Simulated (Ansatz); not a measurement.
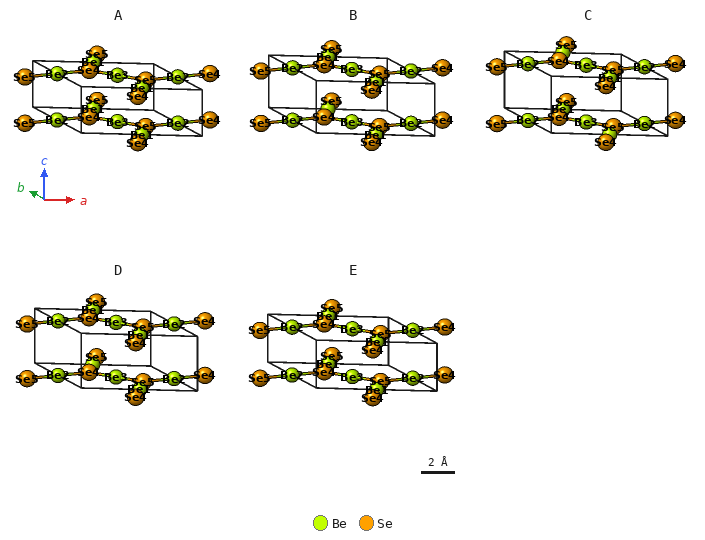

5 geometries from one relaxation of crystalline Be3Se2 (a generated structure, set up in P6/mmm), in shuffled order. The picture is a ball-and-stick view of the cell of the calculation, seen slightly off an axis.

All numbers below come from DFT PBE, scalar-relativistic, plane waves, PAW in Ansatz 0.2.0. Settings: plane-wave cutoff 420 eV; k-point mesh 6 × 6 × 12; occupations gaussian; smearing width 0.1 eV; no spin polarisation; cell and atoms relaxed; force threshold 0.01 eV/Å; at most 80 steps.

Question: Order the frames from highest to lowest energy.

Answer: A, E, B, D, C. They are steps 0, 1, 3, 4, 10, at +155 meV per atom, +136 meV per atom, +30.8 meV per atom, +5.9 meV per atom relative to the last. No atom moves by more than 0.005 Å relative to the cell. Cell: a = b 7.456 → 7.195 Å (−3.5 %), c 2.921 → 3.581 Å (+22.6 %). Volume +14.1 %. Among the contacts that change: Se4–Se4 2.921 → 3.581 Å, Be1–Se4 2.152 → 2.077 Å. The space group stays P6/mmm (No. 191). Over 8 accepted moves (10 points after the start) the energy falls by 155 meV per atom. All forces vanish by symmetry, so only the cell relaxes. The pressure goes from 0.31 to 0.00 GPa. The SCF was repeated twice at an unchanged geometry on a basis and grid sized afresh for the cell, which shifted the energy by 2.3 meV per atom at most.
